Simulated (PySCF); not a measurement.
# C$_{5}$H$_{8}$SSi (SMILES C#C[SiH2]SC1CC1): what the fields show

Input

```
{"job": {"kind": "uv", "xc": "PBE0", "basis": "def2-SVPD", "nstates": 8, "ntriplets": 3}, "charge": 0, "multiplicity": 1}
C      3.178884     0.328518    -0.920527
C      2.542606    -0.106882     0.002870
Si     1.481036    -0.696678     1.395928
S     -0.163141     0.682041     1.589045
C     -0.822930     0.586024    -0.083415
C     -1.677616    -0.579157    -0.470834
C     -2.292564     0.773115    -0.276559
H      3.753329     0.697829    -1.721542
H      0.950176    -2.013195     1.050398
H      2.159904    -0.617844     2.678219
H     -0.139072     1.001005    -0.811343
H     -1.873376    -1.330972     0.279048
H     -1.580377    -0.972009    -1.472255
H     -2.626929     1.326707    -1.141013
H     -2.894344     0.929486     0.605387
```

Run with:

```sh
OMP_NUM_THREADS=1 python probes_run.py task.json out
```

Geometry: GFN2-xTB.

Computed with PBE0/def2-SVPD, SCF density, gas phase in PySCF 2.14.0.

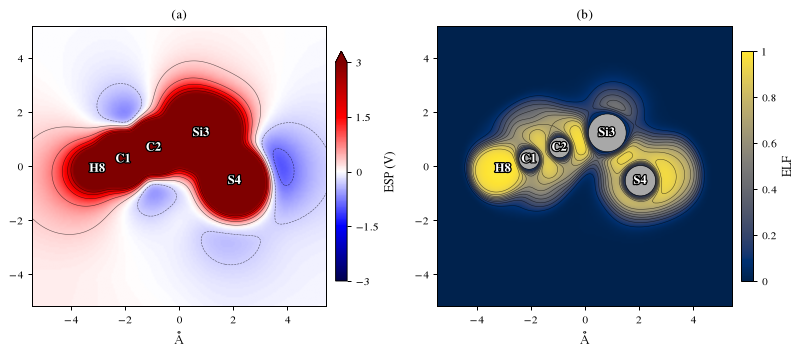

Figure 1. (a) molecular electrostatic potential; (b) ELF on the plane of atoms C2, Si3 and S4. Grey discs cover the atomic cores in the ELF map.

**What do the fields say about this system?**

Atoms in the plane: C, Si, S and H. C–C (1.20 Å): the ELF peaks at about 0.85 between the atoms: a short, multiple covalent bond. C–Si (1.85 Å): the ELF peaks at about 0.95 between the atoms, as expected for a covalent bond. Si–S (2.15 Å): the ELF peaks at about 0.95 between the atoms (localised, covalent bonding). C–H (1.05 Å): the ELF climbs to about 1 towards the hydrogen, as it does in any bond to H; an ordinary covalent bond to hydrogen. The ELF also peaks beside S4, away from the bonds: lone-pair regions. Outside the dense part of the molecule the potential is most negative (−1.0 V) near S4.

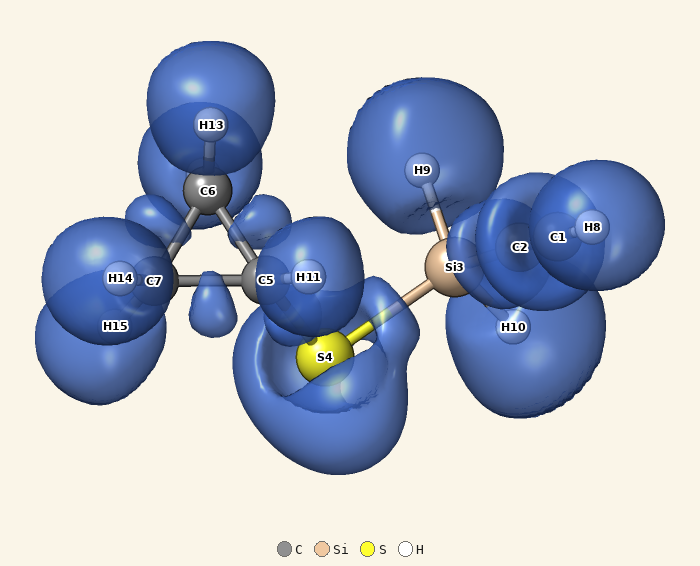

Figure 2. Isosurface of the ELF at 0.8 (blue), seen from one side. Only the valence region is drawn (cores and ρ < 0.01 e/Å³ removed).

**What do the ELF domains correspond to?**

At this value the surface marks out four regions between bonded C–C atoms (shared pairs), one region between bonded C–S atoms (shared pairs), one region between bonded C–Si atoms (shared pairs), eight regions around hydrogen nuclei and one region on S in which the atom's valence shell and bonds are merged. Along the contacts the grid gives the following. C–S (1.80 Å): the ELF peaks at about 0.90 between the atoms: a covalent bond.

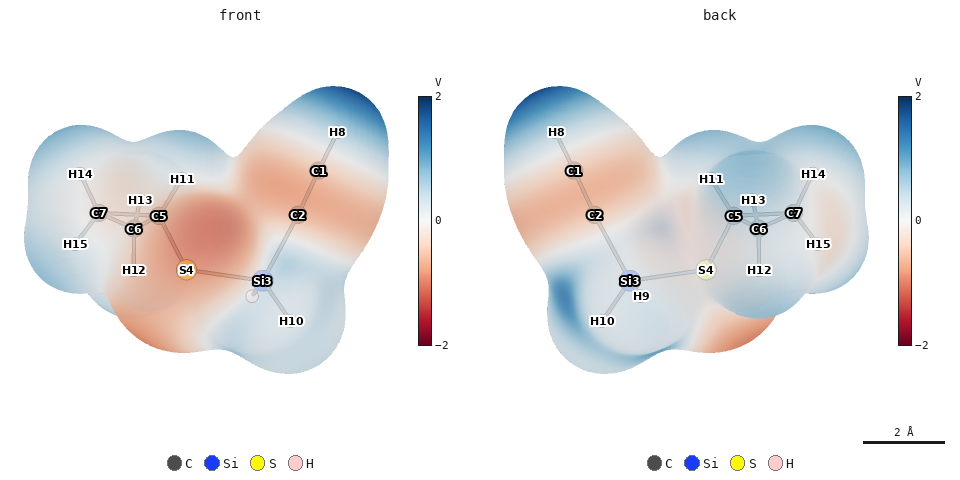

Figure 3. The molecular electrostatic potential painted on the density surface at 0.002 e/bohr³, seen from the front and from behind; red is negative and blue positive.

**Where is the surface potential most negative and most positive?**

The most negative region (about −1.1 V, or −25 kcal/mol for a unit charge) lies over S4, the most positive (about +1.7 V, or +39 kcal/mol for a unit charge) over H8.
